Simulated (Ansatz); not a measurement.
A series of calculations on SiN₂H₈O

## 1. Relaxation

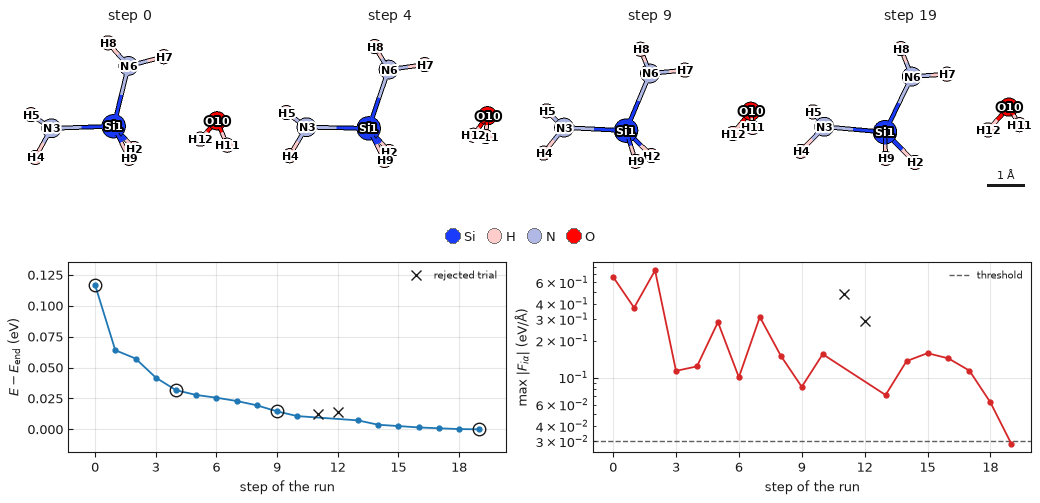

Frames of a relaxation of SiN2H8O, marked on the history of the run. The picture is a ball-and-stick view, seen face on.

The run prepares an end point of a later path (reaction) calculation, from a guessed geometry.

Method: RKS PBE0-D4/6-31G* (Ansatz 0.2.0). (no spin polarisation; force threshold 0.03 eV/Å; at most 50 steps)

Describe the path.

The energy falls by 0.117 eV in 17 accepted moves (19 points after the start). Largest force component: 0.67 eV/Å at the start, 0.029 eV/Å at the end. The line search rejected the trial steps at points 11, 12 of the run. The atom that moves furthest after the best rigid fit is H9 (0.80 Å). By element the largest moves are H 0.80 Å, O 0.69 Å, Si 0.41 Å, N 0.36 Å. Among the contacts that change: Si1–H2 1.477 → 1.507 Å, O10–H12 0.984 → 0.968 Å, Si1–N3 1.727 → 1.721 Å, Si1–N6 1.717 → 1.711 Å. Among the angles between lasting bonds that change: H2–Si1–N6 108.0° → 102.7°, N3–Si1–N6 105.7° → 109.3°, H2–Si1–N3 114.2° → 117.6°. Groups turn about Si1–N6 by about 30°. Cost: 75 s on 1 thread of Arm Neoverse V1, with other jobs on the host, peak memory 0.15 GiB. From step 0 to 4: H12 moves most (0.38 Å), energy −0.085 eV. From step 4 to 9: H11 moves most (0.33 Å), energy −0.017 eV. From step 9 to 19: H2 moves most (0.41 Å), energy −0.015 eV.

## 2. Relaxation

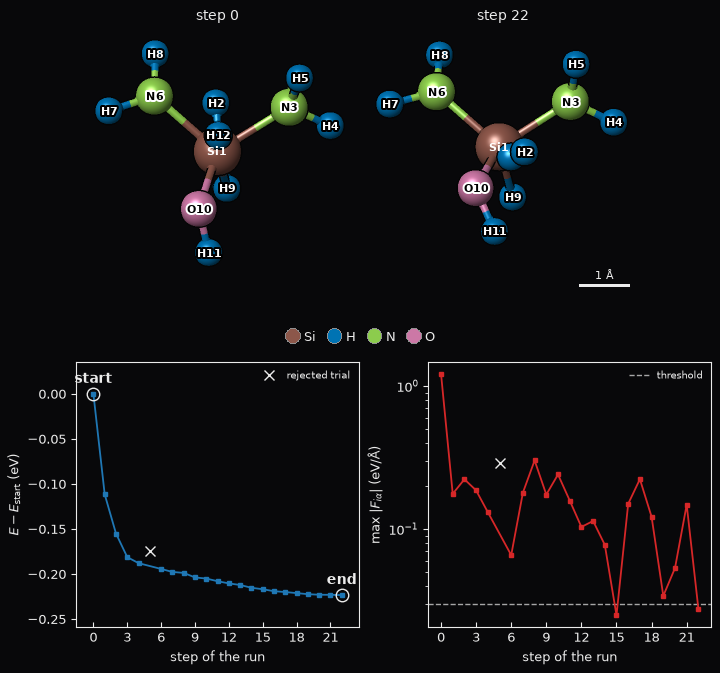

First and last geometry of a relaxation of SiN₂H₈O, with the history of the run. The picture is a ball-and-stick view, seen at a tilt.

The run prepares an end point of a later path (reaction) calculation, from a guessed geometry.

Theory: RKS PBE0-D4/6-31G* in Ansatz. Settings: no spin polarisation; force threshold 0.03 eV/Å; at most 50 steps.

**Read the history and describe the run.**

It converged. Over 21 accepted moves (22 points after the start) the energy falls by 0.223 eV. Largest force component: 1.2 eV/Å at the start, 0.028 eV/Å at the end. The line search rejected the trial step at point 5 of the run. The forces were under the threshold at step 15, but the run went on from there. H2 moves most after the best rigid fit: 1.98 Å. By element the largest moves are H 1.98 Å, N 0.53 Å, O 0.45 Å, Si 0.24 Å. Some distances before and after: H2–H12 0.709 → 0.747 Å, Si1–O10 1.675 → 1.670 Å.

Limits of the set-up: the start holds two separate molecules, 2.2 Å apart at their closest, whose relative position is a soft coordinate.

## 3. Path

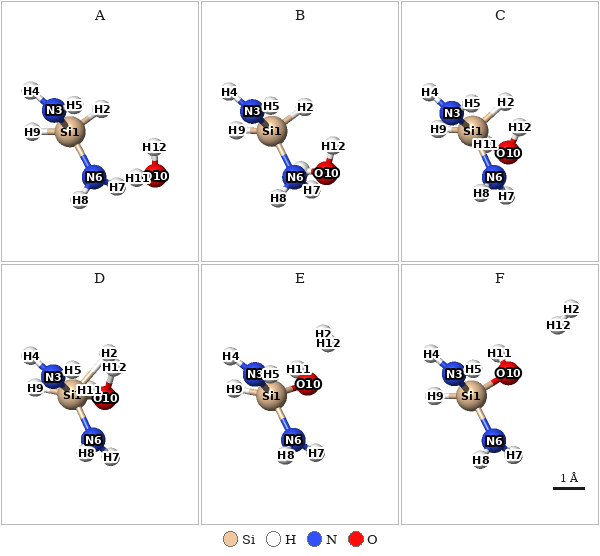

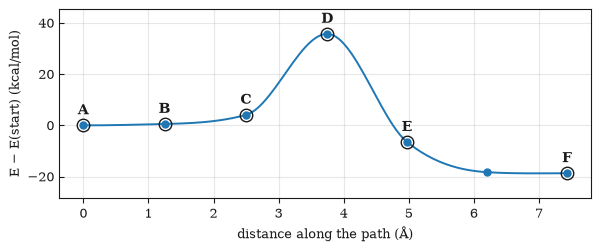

A search for the minimum-energy path of SiN2H8O by the nudged elastic band. Images are numbered from 0 (start) to 6 (end). Frames A to F are images 0, 1, 2, 3, 4, 6. The picture is a ball-and-stick view, seen from a free direction.

All numbers below come from Ansatz 0.2.0, RKS PBE0-D4/6-31G*. Set-up: 5 movable images; climbing image; force threshold 0.03 eV/Å; iteration limit 60; starting path through a guess of the saddle point.

Question: What happens along the path, and what is the barrier?

Answer: Breaking: O10–H12 (0.97 → 1.26 at the top → 2.48 Å), Si1–H2 (1.51 → 1.80 at the top → 4.37 Å). Forming: H2–H12 (2.30 → 0.99 at the top → 0.75 Å), Si1–O10 (3.67 → 1.93 at the top → 1.67 Å). The highest point, image 3, lies 35.7 kcal/mol above the start and 54.4 kcal/mol above the end; the end is at −18.7 kcal/mol relative to the start. The band converged in 18 iterations. The largest component of the band force went from 5.5 to 0.021 eV/Å. The climbing image converged on the top of the path. Its vibrational analysis gives one imaginary mode (1318i cm⁻¹), as a transition state must have.

Cost: 5.5 min on 1 thread of Arm Neoverse V1, with other jobs on the host, peak memory 0.15 GiB.
